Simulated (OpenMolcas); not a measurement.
# One shape, several levels: doublet C2H5B+

We compute a comparison of 6 runs (UHF/6-311+G**, UB3LYP/6-31G*, UBHLYP/6-311+G**, UBLYP/6-311+G**, UM06-L/6-311+G**) of doublet C2H5B+. 

Program for the calculation: OpenMolcas 26.06.

### Step 1. Starting point

The species is C2H5B+ (8 atoms), meant as a doublet with charge +1. SMILES of the parent species: `BC=C`. Geometry: relaxed at PBE0-D4/def2-TZVP. That shape belongs to the parent species and isn't relaxed for this state.

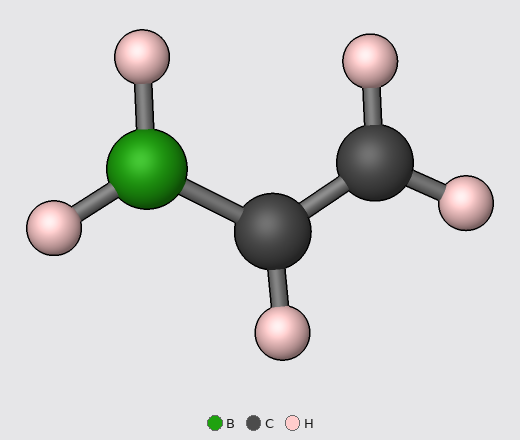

Viewed from a chosen angle; boron green, carbon dark grey, hydrogen pink.

### Step 2. The energy at UHF/6-311+G(d,p) (run 1)

run.input

```
* C2H5B Hartree-Fock
>>> EXPORT MOLCAS_PRINT=2

&GATEWAY
  BasLib = $CurrDir
  Coord
  8
  angstrom
  B       -0.619200       0.876300      -0.693900
  C        0.322000       0.273500       0.357500
  C        0.459500      -1.054300       0.465500
  H       -1.226400       0.135900      -1.414800
  H       -0.762800       2.058300      -0.813400
  H        0.897400       0.899500       1.037300
  H       -0.092700      -1.722500      -0.189400
  H        1.114300      -1.523800       1.195500
  Basis = 6-311pGss
  Group = NoSym

&SEWARD

&SCF
  UHF
  Charge = 1
  Spin = 2
  Thresholds = 1e-10 1e-07 1e-07 1e-05
  PrOrbitals = 1 1
```

The basis set 6-311+G** is read from a file made from the Basis Set Exchange's data (not shown).

Started as:

```console
$ export MOLCAS_MEM=1860
$ pymolcas run.input > run.log
```

The program printed:

```text
--- Start Module: gateway ---
[...]
--- Stop Module: gateway /rc=_RC_ALL_IS_WELL_ ---
--- Start Module: seward ---
[...]
      Basis functions           96
--- Stop Module: seward /rc=_RC_ALL_IS_WELL_ ---
[...]
--- Start Module: scf ---
[...]
       Convergence after  19 Iterations
[...]
::    Total SCF energy                               -102.9769477433
[...]
      Total spin, S                                     0.5020710776
[...]
      Total electronic charge=   21.000000
      Total            charge=    1.000000
[...]
      Dipole Moment (debye):
      Origin of the operator (angstrom)=    0.0622    0.0031    0.0512
                   X=  1.3399E+00               Y= -1.8165E+00               Z=  1.4619E+00           Total=  2.6893E+00
      Center of Charge (angstrom)
[...]
--- Stop Module: scf /rc=_RC_ALL_IS_WELL_ ---
[...]
```

Run time: 11 s. Hardware: 1 thread of Arm Neoverse V1, shared host; peak memory 0.53 GiB.

### Step 3. A single-point energy at UB3LYP/6-31G(d) (spherical functions) (run 2)

run.inp

```
&GATEWAY
BasLib=$CurrDir
Coord
8
angstrom
B       -0.619200       0.876300      -0.693900
C        0.322000       0.273500       0.357500
C        0.459500      -1.054300       0.465500
H       -1.226400       0.135900      -1.414800
H       -0.762800       2.058300      -0.813400
H        0.897400       0.899500       1.037300
H       -0.092700      -1.722500      -0.189400
H        1.114300      -1.523800       1.195500
Basis=6-31Gs
Group=NoSym
&SEWARD
GridInput
Grid=UltraFine
End of Grid
&SCF
UHF
Charge=1
Spin=2
KSDFT=B3LYP
Thresholds=1e-10 1e-07 1e-07 1e-05
PrOrbitals=1 1
```

The basis set 6-31G* is read from a file made from the Basis Set Exchange's data (not shown).

Started as:

```console
$ export MOLCAS_MEM=1860
$ pymolcas run.inp > run.log
```

The program printed:

```text
--- Start Module: gateway ---
[...]
--- Stop Module: gateway /rc=_RC_ALL_IS_WELL_ ---
--- Start Module: seward ---
[...]
      Basis functions           52
--- Stop Module: seward /rc=_RC_ALL_IS_WELL_ ---
--- Start Module: scf ---
[...]
       Convergence after  27 Iterations
[...]
::    Total KS-DFT energy                            -103.6320214841
[...]
      Total spin, S                                     0.5007655907
[...]
      Total electronic charge=   21.000000
      Total            charge=    1.000000
[...]
      Dipole Moment (debye):
      Origin of the operator (angstrom)=    0.0622    0.0031    0.0512
                   X=  1.3283E+00               Y= -1.7189E+00               Z=  1.4515E+00           Total=  2.6127E+00
      Center of Charge (angstrom)
[...]
--- Stop Module: scf /rc=_RC_ALL_IS_WELL_ ---
[...]
```

Wall time 41 s (1 thread of Arm Neoverse V1, shared host); peak memory 0.38 GiB.

Runs 3 to 5 aren't shown in full; the table further down has their settings and results.

### Step 4. The energy at UM06-L/6-311+G(d,p) (run 6)

calc.inp

```
* C2H5B Kohn-Sham DFT

&GATEWAY
 BasLib
 $CurrDir
 Coord
 8
 angstrom
 B       -0.619200       0.876300      -0.693900
 C        0.322000       0.273500       0.357500
 C        0.459500      -1.054300       0.465500
 H       -1.226400       0.135900      -1.414800
 H       -0.762800       2.058300      -0.813400
 H        0.897400       0.899500       1.037300
 H       -0.092700      -1.722500      -0.189400
 H        1.114300      -1.523800       1.195500
 Basis
 6-311pGss
 Group
 NoSym

&SEWARD
 GridInput
 Grid=UltraFine
 End of Grid

&SCF
 UHF
 Charge
 1
 Spin
 2
 KSDFT
 M06L
 Thresholds
 1e-10 1e-07 1e-07 1e-05
 PrOrbitals
 0
```

The basis set 6-311+G** is read from a file made from the Basis Set Exchange's data (not shown).

Started as:

```console
$ export MOLCAS_MEM=1860
$ pymolcas calc.inp > calc.log
```

The program printed:

```text
--- Start Module: gateway ---
[...]
--- Stop Module: gateway /rc=_RC_ALL_IS_WELL_ ---
--- Start Module: seward ---
[...]
      Basis functions           96
--- Stop Module: seward /rc=_RC_ALL_IS_WELL_ ---
[...]
--- Start Module: scf ---
[...]
       Convergence after  31 Iterations
[...]
::    Total KS-DFT energy                            -103.6344013496
[...]
      Total spin, S                                     0.5026893161
[...]
      Total electronic charge=   21.000000
      Total            charge=    1.000000
[...]
      Dipole Moment (debye):
      Origin of the operator (angstrom)=    0.0622    0.0031    0.0512
                   X=  9.9634E-01               Y= -1.3457E+00               Z=  1.1219E+00           Total=  2.0155E+00
      Center of Charge (angstrom)
[...]
--- Stop Module: scf /rc=_RC_ALL_IS_WELL_ ---
[...]
```

Run time: 2.8 min. Hardware: 1 thread of Arm Neoverse V1, shared host; peak memory 0.53 GiB.

### Step 5. All runs side by side

```
run                                level  integration grid  Cartesian functions  energy (Eh)  HOMO energy (eV)  LUMO energy (eV)   ⟨S²⟩  wall time
  1                        UHF/6-311+G**                 –                   no  -102.976948            -18.68             -8.07  0.754       11 s
  2  UB3LYP/6-31G* (spherical functions)         UltraFine                   no  -103.632021            -14.85            -13.56  0.752       41 s
  3  UB3LYP/6-31G* (Cartesian functions)         UltraFine                  yes  -103.634175            -14.84            -13.56  0.752       61 s
  4                     UBHLYP/6-311+G**         UltraFine                   no  -103.597557            -16.51            -11.84  0.752       63 s
  5                      UBLYP/6-311+G**         UltraFine                   no  -103.595326            -14.25            -14.17  0.754    1.9 min
  6                     UM06-L/6-311+G**         UltraFine                   no  -103.634401            -14.14            -13.92  0.755    2.8 min
```

### Step 6. Results

```
                                 quantity          value
                      run 6: total energy  -103.63440 Eh
run 6: HOMO energy (highest over α and β)      -14.14 eV
 run 6: LUMO energy (lowest over α and β)      -13.92 eV
                              run 6: ⟨S²⟩          0.755
```

Totals of different functionals can't be ranked against each other. All runs together took 7.6 min, the longest 2.8 min.
